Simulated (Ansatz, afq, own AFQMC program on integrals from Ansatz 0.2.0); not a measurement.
# BHO (singlet): quantum Monte Carlo beside coupled cluster at angle O2–B1–H3 = 87.7°, cc-pVDZ

Aim: compute BHO (singlet) with auxiliary-field quantum Monte Carlo on the same integrals as coupled cluster, and set the energies side by side.

Program: Ansatz 0.2.0, Gaussian basis, and an in-house AFQMC program (afq) on its integrals; all values are calculated. Level of theory: cc-pVDZ, frozen cores. These are calculated values, not measurements.

Plan: PBE (unrestricted); r2SCAN (unrestricted); PBE0 (unrestricted); B3LYP (unrestricted); wB97M-V (unrestricted); B2PLYP (unrestricted); CCSD(T) on RHF; CCSDT(Q) on RHF; Phaseless AFQMC, CISD trial on RHF; Free-projection AFQMC, CID trial on RHF; UHF; CCSD(T) on UHF; CCSDT(Q) on UHF; Phaseless AFQMC, CISD trial on UHF; Free-projection AFQMC, CID trial on UHF.

3 further runs of the same task are left out: 3 that didn't finish.

### 1 The system

The geometry derives from a PBE0/def2-TZVP stationary point (not a proven minimum). One angle is set to the value named; bond lengths are kept.

3 atoms, charge 0, spin multiplicity 1.

Atoms are counted from 1 here; the program's logs count them from 0.

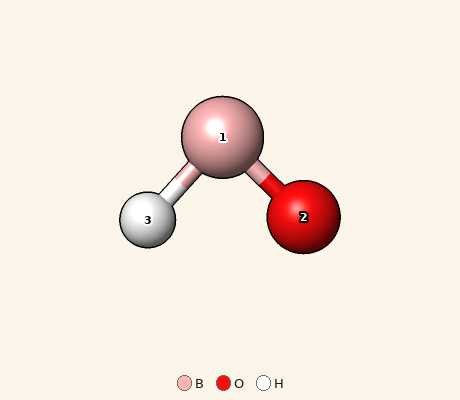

The structure; boron pink, oxygen red, hydrogen white; atoms are numbered from 1 in the order of the file.

### 2 PBE (unrestricted)

File in.yaml:

```yaml
crystal:
  periodic: [false, false, false]
  atoms:
    - {symbol: B, position_ang: [-0.527514, 0.000000, 0.447880]}
    - {symbol: O, position_ang: [0.336403, 0.000000, -0.382035]}
    - {symbol: H, position_ang: [0.318190, 0.000000, 1.260299]}
basis:
  gaussian: {orbitals: cc-pVDZ}
magnetization: {spin_polarized: true, initial_magnetization: 0}
hamiltonian: {xc: {name: PBE}}
output: {orbitals: {seedname: orbitals}}
```

Command:

```
$ ansatz run in.yaml --threads 1 --pin off --events-out ev --progress --plain --max-ram 1382MiB
```

What it wrote:

```text
Functional definition: PBE
  name "PBE"
  cite "Perdew, Burke & Ernzerhof, Phys. Rev. Lett. 77, 3865 (1996) doi:10.1103/PhysRevLett.77.3865"
  parent pbe
  parameter kappa = 0.804
  parameter beta = 0.06672455060314922
  exchange = pbe_x(kappa = kappa, mu = beta*pi^2/3)
  correlation = pbe_c(beta = beta)
347 factors; their error is unknown
mean field evaluation 1: about -2728.5679 eV, gradient 3.9e1 eV
mean field evaluation 2: about -2672.6241 eV, gradient 1.1e2 eV
mean field evaluation 4: about -2734.6402 eV, gradient 4.3e0 eV
mean field evaluation 8: about -2734.7063 eV, gradient 7.5e-2 eV
mean field evaluation 16: about -2734.7064 eV, gradient 2.6e-5 eV
mean field -2734.70636450 eV, -100.4986052449 hartree, gradient 2.6e-5 eV, S^2 0.000000; 0 other end points of the search recorded, 0 dependent functions left out
reference -2734.70638744 eV, -100.4986060880 hartree; 7, 7 occupied and 26, 26 virtual orbitals, 347 factors
Total energy: -2734.70638744 eV, -100.4986060880 hartree
```

Run time: 0.51 s. Hardware: 1 thread of Arm Neoverse V1, shared host.

From the report: ⟨S²⟩ of the determinant 0.000 (pure singlet: 0.00).

### 3 r2SCAN (unrestricted)

in.yaml: that of step 2 with these lines changed.

```diff
@@ -9,3 +9,2 @@
 magnetization: {spin_polarized: true, initial_magnetization: 0}
-hamiltonian: {xc: {name: PBE}}
-output: {orbitals: {seedname: orbitals}}
+hamiltonian: {xc: {name: r2SCAN}}
```

Launched as before.

What it wrote:

```text
Functional definition: r2SCAN
  name "r2SCAN"
  cite "Furness, Kaplan, Ning, Perdew & Sun, J. Phys. Chem. Lett. 11, 8208 (2020) doi:10.1021/acs.jpclett.0c02405"
  cite "Furness, Kaplan, Ning, Perdew & Sun, J. Phys. Chem. Lett. 11, 9248 (2020) doi:10.1021/acs.jpclett.0c03077"
  parent r2scan
  parameter k0 = 0.174
  parameter k1 = 0.065
  parameter a1 = 4.9479
  exchange = r2scan_x(k0 = k0, k1 = k1, a1 = a1)
  correlation = r2scan_c
347 factors; their error is unknown
mean field evaluation 1: about -2730.9463 eV, gradient 3.7e1 eV
mean field evaluation 2: about -2685.9108 eV, gradient 1.0e2 eV
mean field evaluation 4: about -2736.3507 eV, gradient 3.5e0 eV
mean field evaluation 8: about -2736.3872 eV, gradient 7.5e-2 eV
mean field evaluation 16: about -2735.2911 eV, gradient 5.1e0 eV
mean field -2736.38726437 eV, -100.5603771758 hartree, gradient 1.9e-5 eV, S^2 0.000000; 1 other end points of the search recorded, 0 dependent functions left out
reference -2736.38727153 eV, -100.5603774387 hartree; 7, 7 occupied and 26, 26 virtual orbitals, 347 factors
Total energy: -2736.38727153 eV, -100.5603774387 hartree
```

Wall time 1.6 s (1 thread of Arm Neoverse V1, shared host).

From the report: ⟨S²⟩ of the determinant 0.000 (pure singlet: 0.00).

### 4 PBE0 (unrestricted)

in.yaml: that of step 3 with these lines changed.

```diff
@@ -9,2 +9,3 @@
 magnetization: {spin_polarized: true, initial_magnetization: 0}
-hamiltonian: {xc: {name: r2SCAN}}
+hamiltonian: {xc: {name: PBE0}}
+output: {orbitals: {seedname: orbitals}}
```

Same command.

What it wrote:

```text
Functional definition: PBE0
  name "PBE0"
  cite "Adamo & Barone, J. Chem. Phys. 110, 6158 (1999) doi:10.1063/1.478522"
  cite "Perdew, Burke & Ernzerhof, Phys. Rev. Lett. 77, 3865 (1996) doi:10.1103/PhysRevLett.77.3865"
  parent pbe
  parameter a = 0.25
  parameter kappa = 0.804
  parameter beta = 0.06672455060314922
  exchange = (1 - a)*pbe_x(kappa = kappa, mu = beta*pi^2/3) + a*exact_x
  correlation = pbe_c(beta = beta)
302 factors; integrals over basis functions are off by at most 1.1e-3 eV
mean field evaluation 1: about -2729.8192 eV, gradient 3.5e1 eV
mean field evaluation 2: about -2701.1222 eV, gradient 8.6e1 eV
mean field evaluation 4: about -2734.5740 eV, gradient 2.1e0 eV
mean field evaluation 8: about -2734.5949 eV, gradient 5.7e-2 eV
mean field evaluation 16: about -2734.3588 eV, gradient 1.8e0 eV
mean field -2734.59494437 eV, -100.4945106307 hartree, gradient 1.2e-5 eV, S^2 0.000000; 1 other end points of the search recorded, 0 dependent functions left out
reference -2734.59496144 eV, -100.4945112578 hartree; 7, 7 occupied and 26, 26 virtual orbitals, 302 factors
Total energy: -2734.59496144 eV, -100.4945112578 hartree
```

Wall time 0.63 s (1 thread of Arm Neoverse V1, shared host).

From the report: ⟨S²⟩ of the determinant 0.000 (pure singlet: 0.00).

### 5 B3LYP (unrestricted)

in.yaml: that of step 4 with these lines changed.

```diff
@@ -9,3 +9,2 @@
 magnetization: {spin_polarized: true, initial_magnetization: 0}
-hamiltonian: {xc: {name: PBE0}}
-output: {orbitals: {seedname: orbitals}}
+hamiltonian: {xc: {name: B3LYP}}
```

The command is unchanged.

What it wrote:

```text
Functional definition: B3LYP
  name "B3LYP"
  cite "Stephens, Devlin, Chabalowski & Frisch, J. Phys. Chem. 98, 11623 (1994) doi:10.1021/j100096a001"
  cite "Becke, Phys. Rev. A 38, 3098 (1988) doi:10.1103/PhysRevA.38.3098"
  cite "Lee, Yang & Parr, Phys. Rev. B 37, 785 (1988) doi:10.1103/PhysRevB.37.785"
  cite "Vosko, Wilk & Nusair, Can. J. Phys. 58, 1200 (1980) doi:10.1139/p80-159"
  parameter a0 = 0.2
  parameter ax = 0.72
  parameter ac = 0.81
  exchange = (1 - a0 - ax)*slater_x + ax*b88_x + a0*exact_x
  correlation = (1 - ac)*vwn_rpa_c + ac*lyp_c
302 factors; integrals over basis functions are off by at most 1.1e-3 eV
mean field evaluation 1: about -2732.4586 eV, gradient 3.8e1 eV
mean field evaluation 2: about -2695.0223 eV, gradient 9.6e1 eV
mean field evaluation 4: about -2737.9654 eV, gradient 2.7e0 eV
mean field evaluation 8: about -2738.0018 eV, gradient 9.0e-2 eV
mean field evaluation 16: about -2737.7550 eV, gradient 1.9e0 eV
mean field -2738.00183960 eV, -100.6197117209 hartree, gradient 5.4e-6 eV, S^2 0.000000; 1 other end points of the search recorded, 0 dependent functions left out
reference -2738.00199682 eV, -100.6197174987 hartree; 7, 7 occupied and 26, 26 virtual orbitals, 302 factors
Total energy: -2738.00199682 eV, -100.6197174987 hartree
```

It took 0.63 s on 1 thread of Arm Neoverse V1, shared host.

From the report: ⟨S²⟩ of the determinant 0.000 (pure singlet: 0.00).

### 6 wB97M-V (unrestricted)

in.yaml: that of step 5 with these lines changed.

```diff
@@ -9,2 +9,3 @@
 magnetization: {spin_polarized: true, initial_magnetization: 0}
-hamiltonian: {xc: {name: B3LYP}}
+hamiltonian: {xc: {name: wB97M-V}}
+output: {orbitals: {seedname: orbitals}}
```

Same command.

What it wrote:

```text
Functional definition: wB97M-V
  name "wB97M-V"
  cite "Mardirossian & Head-Gordon, J. Chem. Phys. 144, 214110 (2016) doi:10.1063/1.4952647"
  cite "Becke, J. Chem. Phys. 107, 8554 (1997) doi:10.1063/1.475007"
  cite "Vydrov & Van Voorhis, J. Chem. Phys. 133, 244103 (2010) doi:10.1063/1.3521275"
  # Of w^i u^j: cxij and so on, Table III.
  parameter omega = 0.3/bohr
  parameter cx = 0.15
  parameter cx01 = 1.007
  parameter cx10 = 0.259
  parameter css00 = 0.443
  parameter css04 = -1.437
  parameter css10 = -4.535
  parameter css20 = -3.390
  parameter css43 = 4.278
  parameter cos00 = 1.000
  parameter cos10 = 1.358
  parameter cos20 = 2.924
  parameter cos21 = -8.812
  parameter cos60 = -1.390
  parameter cos61 = 9.142
  parameter b = 6.0
  parameter c = 0.01
  gx(w, u) = 1 - cx + cx01*u + cx10*w
  gss(w, u) = css00 + css04*u^4 + css10*w + css20*w^2 + css43*w^4*u^3
  gos(w, u) = cos00 + cos10*w + (cos20 + cos21*u)*w^2 + (cos60 + cos61*u)*w^6
  exchange = spin_sum(e_x_unif_sr(omega)*gx(b97_w, b97_u_x)) + cx*exact_x_sr(omega) + exact_x_lr(omega)
  correlation = spin_sum(e_c_pw_mod_same_spin*gss(b97_w, b97_u_same))
      + integral(e_c_pw_mod_opposite_spin*gos(b97_w_opposite, b97_u_opposite)) + vv10(b, c)
302 factors; integrals over basis functions are off by at most 1.1e-3 eV
91 factors; integrals over basis functions are off by at most 2.9e-6 eV
mean field evaluation 1: about -2732.2066 eV, gradient 3.4e1 eV
mean field evaluation 2: about -2723.0922 eV, gradient 6.1e1 eV
mean field evaluation 4: about -2736.9982 eV, gradient 9.5e-1 eV
mean field evaluation 8: about -2737.0043 eV, gradient 1.5e-2 eV
mean field evaluation 16: about -2737.0043 eV, gradient 2.2e-5 eV
mean field -2737.00426580 eV, -100.5830515599 hartree, gradient 2.2e-5 eV, S^2 0.000000; 0 other end points of the search recorded, 0 dependent functions left out
reference -2737.00429223 eV, -100.5830525313 hartree; 7, 7 occupied and 26, 26 virtual orbitals, 302 factors
Total energy: -2737.00429223 eV, -100.5830525313 hartree
```

Wall time 2 s (1 thread of Arm Neoverse V1, shared host).

From the report: ⟨S²⟩ of the determinant 0.000 (pure singlet: 0.00).

### 7 B2PLYP (unrestricted)

in.yaml: that of step 6 with these lines changed.

```diff
@@ -9,3 +9,3 @@
 magnetization: {spin_polarized: true, initial_magnetization: 0}
-hamiltonian: {xc: {name: wB97M-V}}
-output: {orbitals: {seedname: orbitals}}
+hamiltonian: {xc: {name: B2PLYP}}
+correlation: {electrons: outside_noble_gas}
```

Same command.

What it wrote:

```text
Functional definition: B2PLYP
  name "B2PLYP"
  cite "Grimme, J. Chem. Phys. 124, 034108 (2006) doi:10.1063/1.2148954"
  cite "Becke, Phys. Rev. A 38, 3098 (1988) doi:10.1103/PhysRevA.38.3098"
  cite "Lee, Yang & Parr, Phys. Rev. B 37, 785 (1988) doi:10.1103/PhysRevB.37.785"
  parameter a = 0.53
  parameter c = 0.27
  exchange = (1 - a)*b88_x + a*exact_x
  correlation = (1 - c)*lyp_c + c*(mp2_os + mp2_ss)
302 factors; integrals over basis functions are off by at most 1.1e-3 eV
mean field evaluation 1: about -2728.5414 eV, gradient 3.3e1 eV
mean field evaluation 2: about -2728.5423 eV, gradient 3.3e1 eV
mean field evaluation 4: about -2732.7552 eV, gradient 2.0e0 eV
mean field evaluation 8: about -2732.7896 eV, gradient 7.4e-2 eV
mean field evaluation 16: about -2732.7897 eV, gradient 3.9e-6 eV
mean field evaluation 32: about -2732.7776 eV, gradient 2.5e-1 eV
mean field -2732.79076855 eV, -100.4282083923 hartree, gradient 3.7e-6 eV, S^2 0.039404; 3 other end points of the search recorded, 0 dependent functions left out
2 core orbitals not correlated: weight in the atoms' cores, before any rotation towards them, 1.000 or more for the frozen orbitals, at most 0.000 for the correlated occupied ones
reference -2732.79086760 eV, -100.4282120321 hartree; 5, 5 occupied and 26, 26 virtual orbitals, 302 factors
second order -9.84416236 eV of doubles, -0.00000000 eV of singles
Total energy: -2735.44879144 eV, -100.5258889315 hartree
```

Wall time 1.6 s (1 thread of Arm Neoverse V1, shared host).

From the report: ⟨S²⟩ of the determinant 0.039 (pure singlet: 0.00).

### 8 CCSD(T) on RHF

in.yaml: that of step 7 with these lines changed.

```diff
@@ -8,4 +8,3 @@
   gaussian: {orbitals: cc-pVDZ}
-magnetization: {spin_polarized: true, initial_magnetization: 0}
-hamiltonian: {xc: {name: B2PLYP}}
-correlation: {electrons: outside_noble_gas}
+magnetization: {spin_polarized: false}
+correlation: {method: ccsd_t, electrons: outside_noble_gas, hamiltonian_folder: ham}
```

Launched as before.

What it wrote:

```text
Functional definition: HF
  name "HF"
  cite "Fock, Z. Phys. 61, 126 (1930) doi:10.1007/BF01340294"
  parent pbe
  exchange = exact_x
  correlation = 0
302 factors; integrals over basis functions are off by at most 1.1e-3 eV
mean field evaluation 1: about -2719.1409 eV, gradient 3.9e1 eV
mean field evaluation 2: about -2719.1433 eV, gradient 3.9e1 eV
mean field evaluation 4: about -2722.5214 eV, gradient 2.2e0 eV
mean field evaluation 8: about -2722.5544 eV, gradient 1.5e-1 eV
mean field evaluation 16: about -2722.5462 eV, gradient 8.1e-1 eV
mean field -2722.55479845 eV, -100.0520434290 hartree, gradient 1.5e-6 eV, S^2 0.000000; 0 other end points of the search recorded, 0 dependent functions left out; unrestricted orbitals would lower it
2 core orbitals not correlated: weight in the atoms' cores, before any rotation towards them, 1.000 or more for the frozen orbitals, at most 0.000 for the correlated occupied ones
reference -2722.55479845 eV, -100.0520434290 hartree; 5, 5 occupied and 26, 26 virtual orbitals, 302 factors
second order -7.86297730 eV of doubles, -0.00000000 eV of singles
cycle   1  -7.57853428 eV  change    2.8e-1 eV  update   1.1e-1
cycle   2  -7.91474804 eV  change   -3.4e-1 eV  update   4.2e-2
cycle   3  -8.03867397 eV  change   -1.2e-1 eV  update   2.1e-2
cycle   4  -8.02872286 eV  change    1.0e-2 eV  update   5.1e-3
cycle   5  -8.03370711 eV  change   -5.0e-3 eV  update   2.3e-3
cycle   6  -8.03411390 eV  change   -4.1e-4 eV  update   6.5e-4
cycle   7  -8.03387017 eV  change    2.4e-4 eV  update   2.1e-4
cycle   8  -8.03394663 eV  change   -7.6e-5 eV  update   7.1e-5
cycle   9  -8.03391406 eV  change    3.3e-5 eV  update   2.2e-5
cycle  10  -8.03390650 eV  change    7.6e-6 eV  update   6.4e-6
perturbative correction -0.33625695 eV, -0.0123572151 hartree
Total energy: -2730.92496190 eV, -100.3596412625 hartree
```

Run time: 0.33 s. Hardware: 1 thread of Arm Neoverse V1, shared host.

From the report: correlation -8.3702 eV; T1 0.023; largest double amplitude 0.15.

This run also writes the integrals to the folder ham.

### 9 CCSDT(Q) on RHF

in.yaml: that of step 8 with these lines changed.

```diff
@@ -9,2 +9,2 @@
 magnetization: {spin_polarized: false}
-correlation: {method: ccsd_t, electrons: outside_noble_gas, hamiltonian_folder: ham}
+correlation: {method: ccsdt_q, electrons: outside_noble_gas}
```

Same command.

What it wrote:

```text
Functional definition: HF
  name "HF"
  cite "Fock, Z. Phys. 61, 126 (1930) doi:10.1007/BF01340294"
  parent pbe
  exchange = exact_x
  correlation = 0
578 factors; integrals over basis functions are off by at most 1.5e-7 eV
mean field evaluation 1: about -2719.1409 eV, gradient 3.9e1 eV
mean field evaluation 2: about -2719.1433 eV, gradient 3.9e1 eV
mean field evaluation 4: about -2722.5214 eV, gradient 2.2e0 eV
mean field evaluation 8: about -2722.5545 eV, gradient 1.5e-1 eV
mean field evaluation 16: about -2722.5462 eV, gradient 8.1e-1 eV
a density is far from that of the atoms, so the factors are made again for it
606 factors; integrals over basis functions are off by at most 1.4e-7 eV
mean field evaluation 32: about -2722.5549 eV, gradient 7.9e-4 eV
mean field -2722.55485348 eV, -100.0520454513 hartree, gradient 1.6e-6 eV, S^2 0.000000; 1 other end points of the search recorded, 0 dependent functions left out; unrestricted orbitals would lower it
2 core orbitals not correlated: weight in the atoms' cores, before any rotation towards them, 1.000 or more for the frozen orbitals, at most 0.000 for the correlated occupied ones
reference -2722.55485348 eV, -100.0520454513 hartree; 5, 5 occupied and 26, 26 virtual orbitals, 606 factors
second order -7.86299702 eV of doubles, -0.00000000 eV of singles
cycle   1  -7.57852762 eV  change    2.8e-1 eV  update   1.2e-1
cycle   2  -8.04748809 eV  change   -4.7e-1 eV  update   8.1e-2
cycle   3  -8.40264282 eV  change   -3.6e-1 eV  update   2.9e-2
cycle   4  -8.38329520 eV  change    1.9e-2 eV  update   1.0e-2
cycle   5  -8.37835402 eV  change    4.9e-3 eV  update   4.7e-3
cycle   6  -8.38389544 eV  change   -5.5e-3 eV  update   2.0e-3
cycle   7  -8.38647438 eV  change   -2.6e-3 eV  update   9.9e-4
cycle   8  -8.38591079 eV  change    5.6e-4 eV  update   3.3e-4
cycle   9  -8.38556902 eV  change    3.4e-4 eV  update   1.5e-4
cycle  10  -8.38566560 eV  change   -9.7e-5 eV  update   5.5e-5
cycle  11  -8.38561618 eV  change    4.9e-5 eV  update   2.9e-5
cycle  12  -8.38561831 eV  change   -2.1e-6 eV  update   1.7e-5
cycle  13  -8.38563520 eV  change   -1.7e-5 eV  update   7.5e-6
cycle  14  -8.38563600 eV  change   -8.0e-7 eV  update   2.8e-6
cycle  15  -8.38563511 eV  change    8.9e-7 eV  update   1.2e-6
cycle  16  -8.38563621 eV  change   -1.1e-6 eV  update   5.9e-7
cycle  17  -8.38563701 eV  change   -8.1e-7 eV  update   3.3e-7
cycle  18  -8.38563715 eV  change   -1.4e-7 eV  update   1.4e-7
perturbative correction -0.04475911 eV, -0.0016448668 hartree
Total energy: -2730.98524973 eV, -100.3618567993 hartree
```

It took 3 s on 1 thread of Arm Neoverse V1, shared host.

From the report: correlation -8.4304 eV; T1 0.022; largest double amplitude 0.18.

### 10 Phaseless AFQMC, CISD trial on RHF

It reads the integrals that the CCSD(T) run on this determinant wrote.

Command:

```
$ afq ham --method phaseless --trial cisd --walkers 100 --populations 1 --least-time 40 --time-step 0.005 --steps-per-block 50 --equilibration-blocks 28 --max-blocks 300 --target-error 0.00038 --factor-cut 1e-05 --seed 9051 --release-times 0.24,0.51,0.99,1.62,2.4 --release-step 0.03 --release-every 4 --taylor-order 6
```

What it wrote:

```text
orbitals 31  electrons 5 5  factors 238 of 302
reference energy -100.05204343 Eh
CCSD correlation -0.29524054 Eh in 12 cycles, weight of the determinant in the CISD state 0.8766
energy of the start -100.347284 Eh
 block  time / (1/Eh)  mean weight  energy / Eh
     1     0.250  1.0012  -100.346307
     2     0.500  0.9999  -100.354560
     3     0.750  0.9969  -100.359868
     4     1.000  1.0004  -100.363309
     5     1.250  1.0002  -100.364084
     6     1.500  1.0000  -100.359654
     7     1.750  1.0017  -100.349063
     8     2.000  0.9978  -100.357659
     9     2.250  0.9995  -100.361482
    10     2.500  0.9999  -100.359278
    17     4.250  0.9991  -100.357474
    25     6.250  0.9998  -100.357409
    33     8.250  0.9988  -100.364631
    41    10.250  0.9999  -100.359943
    49    12.250  0.9978  -100.382027
    57    14.250  0.9966  -100.357569
    65    16.250  0.9986  -100.366790
    73    18.250  1.0004  -100.361076
    81    20.250  1.0015  -100.447302
    89    22.250  1.0008  -100.355494
    97    24.250  1.0022  -100.376926
   105    26.250  0.9995  -100.350593
   113    28.250  1.0003  -100.355119
   121    30.250  0.9993  -100.360094
   129    32.250  1.0019  -100.355970
   137    34.250  0.9992  -100.351672
   145    36.250  0.9997  -100.358055
   153    38.250  1.0021  -100.357367
   161    40.250  1.0016  -100.369093
   169    42.250  0.9988  -100.354657
   177    44.250  0.9999  -100.351148
   185    46.250  1.0008  -100.353341
   193    48.250  1.0010  -100.360969
   201    50.250  1.0012  -100.361369
   209    52.250  1.0004  -100.358846
   217    54.250  1.0024  -100.357824
   225    56.250  0.9981  -100.366445
   233    58.250  1.0006  -100.360036
   241    60.250  0.9996  -100.373995
   249    62.250  0.9999  -100.365387
   257    64.250  0.9980  -100.357753
   265    66.250  0.9998  -100.352543
   273    68.250  1.0024  -100.367569
   281    70.250  1.0017  -100.360046
   289    72.250  0.9992  -100.355066
   297    74.250  0.9992  -100.355187
   305    76.250  1.0026  -100.349250
   313    78.250  1.0026  -100.365287
   321    80.250  1.0012  -100.354885
blocks merged  error / Eh  count
     1  0.000490  300
     2  0.000569  150
     4  0.000587  75
     8  0.000556  37
    16  0.000533  18
    32  0.000524  9
released: time / (1/Eh)  energy / Eh  error  mean overlap
  0.24  -100.359928  0.000537  1.0002
  0.51  -100.359792  0.000524  1.0044
  0.99  -100.360229  0.000483  1.0055
  1.62  -100.361414  0.000691  1.0115
  2.40  -100.360813  0.000708  1.0324
energy -100.360519 +/- 0.000556 Eh
```

Wall time 4 min (1 thread of Arm Neoverse V1, shared host).

Energy -2730.9488 ± 0.0151 eV. Caveats: constraint bias not in the error.

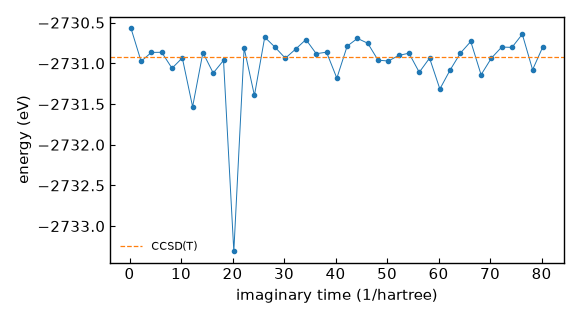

Block energies along the walk.

### 11 Free-projection AFQMC, CID trial on RHF (settings varied)

It reads the integrals that the CCSD(T) run on this determinant wrote.

Command:

```
$ afq ham --method free --trial cid --walkers 100 --time-step 0.02 --max-blocks 30 --target-error 0.00076 --factor-cut 0.03 --seed 6358 --times 0.0,0.5,1.0,2.0,3.0,4.0 --taylor-order 8
```

What it wrote:

```text
orbitals 31  electrons 5 5  factors 81 of 302
reference energy -100.05204343 Eh
CCSD correlation -0.29497088 Eh in 12 cycles, weight of the determinant in the CISD state 0.8768
repeat  energy at the last time / Eh  error
    10  -100.356061  0.002098
    20  -100.359125  0.001963
    30  -100.358976  0.001724
time / (1/Eh)  energy / Eh  error  mean overlap
  0.00  -100.346222  0.000546  1.1201
  0.50  -100.356559  0.000470  1.1168
  1.00  -100.358057  0.000839  1.1225
  2.00  -100.360281  0.001110  1.1386
  3.00  -100.359352  0.001302  1.1936
  4.00  -100.358976  0.001724  1.1949
energy -100.358976 +/- 0.001724 Eh
```

It took 34 s on 1 thread of Arm Neoverse V1, shared host.

Energy -2730.9069 ± 0.0469 eV. Caveats: remainder of the start not in the error; error above the target.

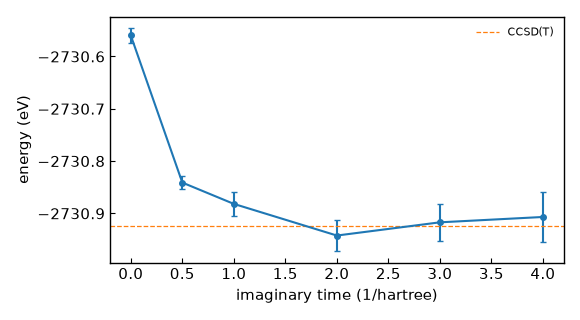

Energy against projection time, with error bars.

(Part 1 of 2 ends here.)
